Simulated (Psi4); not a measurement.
# NClO (nitrosyl chloride): B2PLYP/cc-pVDZ (density fitting, density fitting for correlation, sweep point 1)

What is the vertical ionisation energy of NClO (nitrosyl chloride) at B2PLYP/cc-pVDZ (density fitting, density fitting for correlation, sweep point 1)? 

Program for the calculation: Psi4 1.11.

**1. The molecule**

The species is NClO (3 atoms), meant as a singlet with charge 0. SMILES: `O=NCl`. The shape is that of a PBE0-D4/def2-TZVP optimisation.

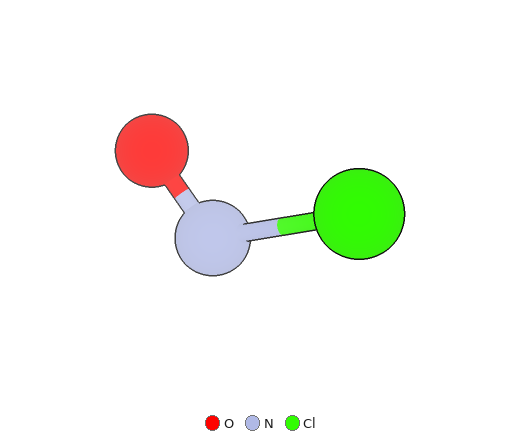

Viewed from a chosen angle; oxygen red, nitrogen light blue, chlorine green.

**2. The energy at B2PLYP/cc-pVDZ (density fitting, density fitting for correlation, sweep point 1)**

The input, calc.in:

```
memory 1.6 GB

molecule system {
  0 1
  O      1.000080    -0.338330     0.513880
  N      0.052050    -0.599550    -0.035840
  Cl    -1.052130     0.937900    -0.478040
  symmetry c1
}

set {
  puream true
  scf_type df
  dft_radial_points 99
  dft_spherical_points 590
  num_frozen_docc 0
}

result, w = energy("b2plyp/cc-pVDZ", return_wfn=True)
```

Command:

```bash
psi4 -i calc.in -o calc.out -n 1
```

calc.out:

```text
[...]
  Running in c1 symmetry.
[...]
  Nuclear repulsion =   86.249462462367376
[...]
  Multiplicity = 1
[...]
  Nalpha       = 16
  Nbeta        = 16
[...]
    Number of basis functions: 46
[...]
   @DF-RKS iter   1:  -589.62884059658336   -4.10298e-01   7.20448e-03 ADIIS/DIIS
[...]
   @DF-RKS iter   9:  -589.68278509227002   -1.06096e-08   7.87193e-07 DIIS
[...]
    Orbital Energies [Eh]
    ---------------------
    Doubly Occupied:
       1A   -102.909745     2A    -19.921007     3A    -15.103255
       4A     -9.906603     5A     -7.545758     6A     -7.539641
       7A     -7.538747     8A     -1.478469     9A     -0.947892
      10A     -0.811977    11A     -0.655367    12A     -0.637967
      13A     -0.635586    14A     -0.374324    15A     -0.371380
      16A     -0.352066
[...]
  @DF-RKS Final Energy:  -589.68278509227002
   => Energetics <=
    Nuclear Repulsion Energy =             86.2494624623673758
    One-Electron Energy =                -983.5163461691158773
    Two-Electron Energy =                 328.3964453327429851
    DFT Exchange-Correlation Energy =     -20.8123467182644966
    Empirical Dispersion Energy =           0.0000000000000000
    VV10 Nonlocal Energy =                  0.0000000000000000
    Total Energy =                       -589.6827850922700236
[...]
 Multipole Moments:
 ------------------------------------------------------------------------------------
     Multipole            Electronic (a.u.)      Nuclear  (a.u.)        Total (a.u.)
 ------------------------------------------------------------------------------------
 L = 1.  Multiply by 2.5417464519 to convert [e a0] to [Debye]
 Dipole X            :         -0.1975565            0.7519124            0.5543559
 Dipole Y            :          0.0841924           -0.5940577           -0.5098653
 Dipole Z            :         -0.0000000            0.0000000           -0.0000000
 Magnitude           :                                                    0.7531753
[...]
```

Run time: 5.4 s. Hardware: 1 thread of Intel Xeon at 2.70GHz, shared host; peak memory 0.44 GiB.

**3. The doublet cation at the same level**

The input, clno.dat:

```
memory 1600 MB

molecule {
  1 2
  O      1.000080    -0.338330     0.513880
  N      0.052050    -0.599550    -0.035840
  Cl    -1.052130     0.937900    -0.478040
  symmetry c1
}

set basis cc-pVDZ
set reference uks
set puream true
set scf_type df
set dft_radial_points 99
set dft_spherical_points 590
set num_frozen_docc 0
set maxiter 100

e_tot = energy("b2plyp")
print_variables()
```

Command:

```bash
psi4 -i clno.dat -o clno.out -n 1
```

clno.out:

```text
[...]
  Running in c1 symmetry.
[...]
  Nuclear repulsion =   86.249462462367376
[...]
  Multiplicity = 2
[...]
  Nalpha       = 16
  Nbeta        = 15
[...]
    Number of basis functions: 46
[...]
   @DF-UKS iter   1:  -589.17503487289389    4.35075e-02   9.22059e-03 DIIS/ADIIS
[...]
   @DF-UKS iter  18:  -589.28051541299556   -5.75926e-09   3.34235e-07 DIIS
[...]
   @S^2 Observed:                8.040633743E-01
[...]
    Orbital Energies [Eh]
    ---------------------
    Alpha Occupied:
       1A   -103.269361     2A    -20.284573     3A    -15.443436
       4A    -10.262711     5A     -7.914395     6A     -7.891614
       7A     -7.891110     8A     -1.813857     9A     -1.290990
      10A     -1.143068    11A     -0.996558    12A     -0.968912
      13A     -0.956896    14A     -0.716447    15A     -0.689516
      16A     -0.689128
    Alpha Virtual:
      17A     -0.379030    18A     -0.339724    19A      0.078712
      20A      0.289763    21A      0.343374    22A      0.357812
      23A      0.394218    24A      0.399491    25A      0.408901
[...]
  @DF-UKS Final Energy:  -589.28051541299556
   => Energetics <=
    Nuclear Repulsion Energy =             86.2494624623673758
    One-Electron Energy =                -972.8629489355794249
    Two-Electron Energy =                 317.9487771230418502
    DFT Exchange-Correlation Energy =     -20.6158060628253459
    Empirical Dispersion Energy =           0.0000000000000000
    VV10 Nonlocal Energy =                  0.0000000000000000
    Total Energy =                       -589.2805154129955554
[...]
 Multipole Moments:
 ------------------------------------------------------------------------------------
     Multipole            Electronic (a.u.)      Nuclear  (a.u.)        Total (a.u.)
 ------------------------------------------------------------------------------------
 L = 1.  Multiply by 2.5417464519 to convert [e a0] to [Debye]
 Dipole X            :         -0.2859912            0.7519124            0.4659212
 Dipole Y            :          0.1547611           -0.5940577           -0.4392966
 Dipole Z            :         -0.0000000            0.0000000           -0.0000000
 Magnitude           :                                                    0.6403624
[...]
```

Run time: 9.9 s. Hardware: 1 thread of Intel Xeon at 2.70GHz, shared host; peak memory 0.44 GiB.

**4. Results**

Level: B2PLYP/cc-pVDZ (density fitting, density fitting for correlation, sweep point 1).

| quantity | value |
| --- | --- |
| singlet NClO: total energy | -589.85567 Eh |
| singlet NClO: HOMO energy (SCF part's orbitals) | -9.58 eV |
| singlet NClO: LUMO energy (SCF part's orbitals) | -1.71 eV |
| singlet NClO: HOMO–LUMO gap (SCF part's orbitals) | 7.87 eV |
| doublet cation: total energy | -589.44846 Eh |
| doublet cation: HOMO energy (SCF part's orbitals) (highest over α and β) | -18.29 eV |
| doublet cation: LUMO energy (SCF part's orbitals) (lowest over α and β) | -12.30 eV |
| doublet cation: ⟨S²⟩ | 0.804 |
| vertical ionisation energy (to the doublet cation) | 11.081 eV |

In words: The vertical ionisation energy comes to 11.08 eV (256 kcal/mol). −ε(HOMO) before ionisation, 9.58 eV, is 1.50 eV below this ionisation energy.
